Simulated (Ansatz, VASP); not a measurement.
# LuBRh3: VASP beside Ansatz

Aim: how closely do two programs agree when they are given the same cell, functional and k mesh?

Main program and level: Ansatz 0.2.0; plane waves, with VASP 6.6.1 beside it; relaxation of cell and atoms at PBEsol.

## 1. Starting point

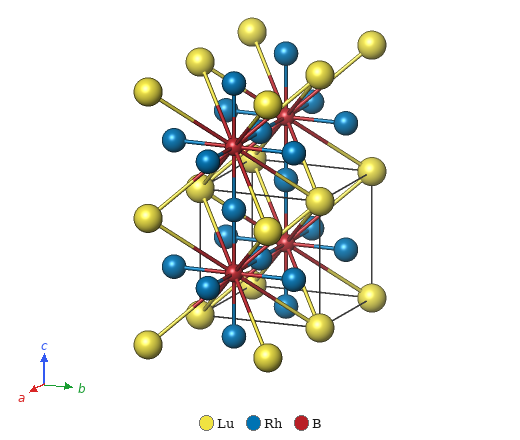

The starting structure, seen slightly off an axis (lutetium yellow, rhodium blue, boron red). 2×1×2 cells are drawn. Some periodic images of atoms are drawn too.

## 2. VASP: relaxation of cell and atoms, PBEsol

The relaxed volume is the usual yardstick between codes: its relative difference is about their pressure difference at one cell divided by the bulk modulus.

Lines of VASP's logs that name or quote its potential files are left out, and so is its time.

INCAR reads:

```
SYSTEM = LuBRh3
PREC = Accurate
ENCUT = 420
EDIFF = 1E-06
NELM = 120
ISMEAR = 0
SIGMA = 0.1
LREAL = .FALSE.
ALGO = Normal
GGA = PS
NBANDS = 34
LORBIT = 11
LWAVE = .FALSE.
LCHARG = .FALSE.
KPAR = 4
IBRION = 2
NSW = 40
ISIF = 3
EDIFFG = -0.02
POTIM = 0.4
```

POSCAR reads:

```
LuBRh3
1.0
    4.1200000000      0.0000000000      0.0000000000
    0.0000000000      4.1200000000      0.0000000000
    0.0000000000      0.0000000000      4.1200000000
Lu Rh B
1 3 1
Direct
    0.0000000000      0.0000000000      0.0000000000
    0.5000000000      0.5000000000      0.0000000000
    0.5000000000      0.0000000000      0.5000000000
    0.0000000000      0.5000000000      0.5000000000
    0.5000000000      0.5000000000      0.5000000000
```

KPOINTS reads:

```
Automatic mesh
0
Gamma
5 5 5
0 0 0
```

Potentials, in the order of the species: Lu, Rh and B (PBE family, release 64).

Command:

```console
mpirun -np 4 vasp_std
```

Numbers of over 12 decimals in the logs are rounded to 6 here.

Output:

```text
[banner, memory and clock lines left out]
running    4 mpi-ranks, on    1 nodes
 distrk:  each k-point on    1 cores,    4 groups
 distr:  one band on    1 cores,    1 groups

 POSCAR found type information on POSCAR LuRhB
 POSCAR found :  3 types and       5 ions
|                                                                             |
|               ----> ADVICE to this user running VASP <----                  |
|                                                                             |
|     You enforced a specific xc type in the INCAR file but a different       |
|     [... a line on the potential file left out ...]
|     I HOPE YOU KNOW WHAT YOU ARE DOING!                                     |
|                                                                             |

 LDA part: xc-table for (Slater+PW92), standard interpolation
 POSCAR, INCAR and KPOINTS ok, starting setup
 FFT: planning ... GRIDC
 FFT: planning ... GRID_SOFT
 FFT: planning ... GRID
 WAVECAR not read
 entering main loop
       N       E                     dE             d eps       ncg     rms          rms(c)
DAV:   1     0.309350311176E+03    0.30935E+03   -0.20947E+04   976   0.413E+03
DAV:   2    -0.549766941771E+01   -0.31485E+03   -0.30238E+03   784   0.541E+02
DAV:   3    -0.416276689594E+02   -0.36130E+02   -0.34750E+02   756   0.119E+02
DAV:   4    -0.437714124012E+02   -0.21437E+01   -0.21163E+01  1072   0.284E+01
DAV:   5    -0.438397558769E+02   -0.68343E-01   -0.68262E-01   900   0.376E+00    0.244E+01
DAV:   6    -0.408246843953E+02    0.30151E+01   -0.19043E+01   852   0.307E+01    0.504E+00
DAV:   7    -0.404340457712E+02    0.39064E+00   -0.20801E+00  1044   0.526E+01    0.431E+00
DAV:   8    -0.404025011069E+02    0.31545E-01   -0.46733E-01   894   0.383E+00    0.190E+00
DAV:   9    -0.403860257411E+02    0.16475E-01   -0.10375E-01  1018   0.665E+00    0.298E-01
DAV:  10    -0.403847391385E+02    0.12866E-02   -0.22105E-02  1048   0.341E+00    0.188E-01
DAV:  11    -0.403844516282E+02    0.28751E-03   -0.20647E-03  1034   0.103E+00    0.724E-02
DAV:  12    -0.403844861947E+02   -0.34567E-04   -0.49707E-04  1026   0.418E-01    0.409E-02
DAV:  13    -0.403844637124E+02    0.22482E-04   -0.18273E-04  1066   0.276E-01    0.444E-03
DAV:  14    -0.403844646680E+02   -0.95555E-06   -0.79763E-06   906   0.196E-02
   1 F= -.40384465E+02 E0= -.40375321E+02  d E =-.403845E+02
 curvature:   0.00 expect dE= 0.000E+00 dE for cont linesearch  0.000E+00
 trial: gam= 0.00000 g(F)=  0.000E+00 g(S)=  0.110E-02 ort = 0.000E+00 (trialstep = 0.100E+01)
 search vector abs. value=  0.110E-02
 bond charge predicted
       N       E                     dE             d eps       ncg     rms          rms(c)
DAV:   1    -0.404143700251E+02   -0.29906E-01   -0.40004E-01  1088   0.128E+01    0.133E+00
DAV:   2    -0.403856464158E+02    0.28724E-01   -0.90519E-02  1038   0.959E+00    0.466E-01
DAV:   3    -0.403826820089E+02    0.29644E-02   -0.29673E-02  1168   0.269E+00    0.160E-01
DAV:   4    -0.403833918168E+02   -0.70981E-03   -0.24212E-03  1096   0.130E+00    0.107E-01
DAV:   5    -0.403840048352E+02   -0.61302E-03   -0.90860E-04  1236   0.409E-01    0.849E-02
DAV:   6    -0.403844012063E+02   -0.39637E-03   -0.85933E-04  1238   0.377E-01    0.173E-02
DAV:   7    -0.403844027088E+02   -0.15024E-05   -0.58654E-05   998   0.926E-02    0.565E-03
DAV:   8    -0.403844030747E+02   -0.36592E-06   -0.38462E-06   730   0.172E-02
   2 F= -.40384403E+02 E0= -.40375237E+02  d E =0.615933E-04
 trial-energy change:    0.000062  1 .order   -0.000048   -0.001098    0.001003
 step:   0.4456(harm=  0.5227)  dis= 0.00000  next Energy=   -40.384700 (dE=-0.235E-03)
 bond charge predicted
       N       E                     dE             d eps       ncg     rms          rms(c)
DAV:   1    -0.403938124489E+02   -0.94097E-02   -0.12195E-01  1072   0.707E+00    0.716E-01
DAV:   2    -0.403851624210E+02    0.86500E-02   -0.26721E-02  1026   0.568E+00    0.269E-01
DAV:   3    -0.403841960153E+02    0.96641E-03   -0.98590E-03  1156   0.155E+00    0.871E-02
DAV:   4    -0.403844102691E+02   -0.21425E-03   -0.76815E-04  1096   0.761E-01    0.561E-02
DAV:   5    -0.403845898105E+02   -0.17954E-03   -0.25550E-04  1264   0.217E-01    0.455E-02
DAV:   6    -0.403847232244E+02   -0.13341E-03   -0.25907E-04  1202   0.216E-01    0.124E-02
DAV:   7    -0.403847268140E+02   -0.35897E-05   -0.20689E-05  1014   0.663E-02    0.306E-03
DAV:   8    -0.403847271969E+02   -0.38293E-06   -0.20199E-06   540   0.696E-03
   3 F= -.40384727E+02 E0= -.40375574E+02  d E =-.262529E-03
 curvature:  -0.25 expect dE=-0.263E-06 dE for cont linesearch -0.263E-06
 trial: gam= 0.00000 g(F)=  0.438E-64 g(S)=  0.103E-05 ort =-0.337E-04 (trialstep = 0.889E+00)
 search vector abs. value=  0.103E-05
 reached required accuracy - stopping structural energy minimisation
```

OUTCAR, selected parts (step 2):

```text
ion  position               nearest neighbor table
   1  0.000  0.000  0.000-   2 2.91   3 2.91   4 2.91   3 2.91   4 2.91   2 2.91   4 2.91   4 2.91
                             2 2.91   3 2.91   3 2.91   2 2.91
   2  0.500  0.500  0.000-   5 2.06   5 2.06   4 2.91   1 2.91   3 2.91   4 2.91   3 2.91   1 2.91
                             3 2.91   3 2.91   1 2.91   4 2.91   4 2.91   1 2.91
   3  0.500  0.000  0.500-   5 2.06   5 2.06   4 2.91   1 2.91   1 2.91   2 2.91   2 2.91   4 2.91
                             2 2.91   2 2.91   1 2.91   4 2.91   1 2.91   4 2.91
   4  0.000  0.500  0.500-   5 2.06   5 2.06   3 2.91   1 2.91   1 2.91   2 2.91   1 2.91   3 2.91
                             1 2.91   2 2.91   3 2.91   2 2.91   2 2.91   3 2.91
   5  0.500  0.500  0.500-   2 2.06   3 2.06   4 2.06   2 2.06   3 2.06   4 2.06

  LATTYP: Found a simple cubic cell.
 ALAT       =     4.1200000000

 Subroutine GETGRP returns: Found 48 space group operations
 (whereof 48 operations were pure point group operations)

The static configuration has the point symmetry O_h .

 Found     10 irreducible k-points:

   k-points           NKPTS =     10   k-points in BZ     NKDIM =     10   number of bands    NBANDS=     34

   dimension x,y,z NGX =    28 NGY =   28 NGZ =   28
   dimension x,y,z NGXF=    56 NGYF=   56 NGZF=   56

   ENCUT  =  420.0 eV  30.87 Ry    5.56 a.u.   6.88  6.88  6.88*2*pi/ulx,y,z

   NELECT =      55.0000    total number of electrons

 k-points in reciprocal lattice and weights: Automatic mesh
   0.00000000  0.00000000  0.00000000       0.008
   0.20000000  0.00000000  0.00000000       0.048
   0.40000000  0.00000000  0.00000000       0.048
   0.20000000  0.20000000  0.00000000       0.096
   0.40000000  0.20000000  0.00000000       0.192
   0.40000000  0.40000000  0.00000000       0.096
   0.20000000  0.20000000  0.20000000       0.064
   0.40000000  0.20000000  0.20000000       0.192
   0.40000000  0.40000000  0.20000000       0.192
   0.40000000  0.40000000  0.40000000       0.064

 average (electrostatic) potential at core
       1 -28.3244       2 -64.7734       3 -64.7734       4 -64.7734       5 -24.4375

 E-fermi :   8.0382

 k-point     1 :       0.0000    0.0000    0.0000
  band No.  band energies     occupation
    ...
     22       6.7644      2.00000
     23       6.7644      2.00000
     24       7.3139      2.00000
     25       7.3139      2.00000
     26       7.3139      2.00000
     27       8.3864      0.00000
     28       8.3896      0.00000
     29       8.3896      0.00000
     30       8.3896      0.00000
     31      12.1748      0.00000
    ...

 k-point     2 :       0.2000    0.0000    0.0000
  band No.  band energies     occupation
    ...
     22       6.1414      2.00000
     23       6.6681      2.00000
     24       6.6681      2.00000
     25       6.7901      2.00000
     26       7.6024      2.00000
     27       8.0948      0.42312
     28       8.3904      0.00000
     29       9.2998      0.00000
     30       9.2998      0.00000
     31      12.0047      0.00000
    ...

 k-point     3 :       0.4000    0.0000    0.0000
  band No.  band energies     occupation
    ...
     23       6.7437      2.00000
     24       6.7761      2.00000
     25       6.8370      2.00000
     26       6.8370      2.00000
     27       7.4503      2.00000
     28       8.3916      0.00000
     29      10.0213      0.00000
     30      10.0213      0.00000
     31      11.6930      0.00000
     32      12.1759      0.00000
    ...

  Total       -0.0066773     -0.0066773     -0.0066773     -0.0000000      0.0000000      0.0000000
  in kB       -0.1526317     -0.1526317     -0.1526317     -0.0000000      0.0000000      0.0000000
  external PRESSURE =      -0.1526317 kB  Pullay stress =       0.0000000 kB

  energy-cutoff  :      420.00
  volume of cell :       70.09
      direct lattice vectors                 reciprocal lattice vectors
     4.123085392 -0.000000000 -0.000000000     0.242536815  0.000000000 -0.000000000
    -0.000000000  4.123085392 -0.000000000     0.000000000  0.242536815 -0.000000000
     0.000000000  0.000000000  4.123085392     0.000000000  0.000000000  0.242536815

 POSITION                                       TOTAL-FORCE (eV/Angst)
 -----------------------------------------------------------------------------------
      0.00000      0.00000      0.00000        -0.000000     -0.000000      0.000000
      2.06154      2.06154     -0.00000        -0.000000      0.000000      0.000000
      2.06154     -0.00000      2.06154         0.000000      0.000000      0.000000
     -0.00000      2.06154      2.06154        -0.000000      0.000000      0.000000
      2.06154      2.06154      2.06154         0.000000      0.000000      0.000000
 -----------------------------------------------------------------------------------
    total drift:                               -0.000000      0.000000      0.000000

  FREE ENERGIE OF THE ION-ELECTRON SYSTEM (eV)
  ---------------------------------------------------
  free  energy   TOTEN  =       -40.3847271969 eV

  energy  without entropy=      -40.3664201251  energy(sigma->0) =      -40.37557366

 reached required accuracy - stopping structural energy minimisation

 total charge
# of ion       s       p       d       f       tot
--------------------------------------------------
    1        2.314   6.102   0.882  14.032  23.330
    2        0.471   0.590   7.579   0.000   8.640
    3        0.471   0.590   7.579   0.000   8.640
    4        0.471   0.590   7.579   0.000   8.640
    5        0.760   1.181   0.000   0.000   1.942
--------------------------------------------------
tot          4.488   9.053  23.619  14.032  51.192

[... 3 further parts left out ...]
```

CONTCAR:

```
LuBRh3
   1.00000000000000
     4.1230853920346764   -0.0000000000000000   -0.0000000000000000
    -0.0000000000000000    4.1230853920346764   -0.0000000000000000
     0.0000000000000000    0.0000000000000000    4.1230853920346764
  Lu              Rh              B
     1     3     1
Direct
     0.0000000000000000    0.0000000000000000    0.0000000000000000
     0.5000000000000000    0.5000000000000000    0.0000000000000000
     0.5000000000000000    0.0000000000000000    0.5000000000000000
     0.0000000000000000    0.5000000000000000    0.5000000000000000
     0.5000000000000000    0.5000000000000000    0.5000000000000000
```

[end of part 1 of 2]

[Lines on the potential files, build, host, timing and source positions are cut from VASP's logs without a mark.]

[Logs are printed without paths, hosts, clocks, repeated set-up lines and the standing remarks that a program may print on its own settings, such as how far it seeks lower states.]

[Hosts, paths, dates, database ids (printed as entryN), source tags and the programs' standing remarks are cut or masked in the printed files.]
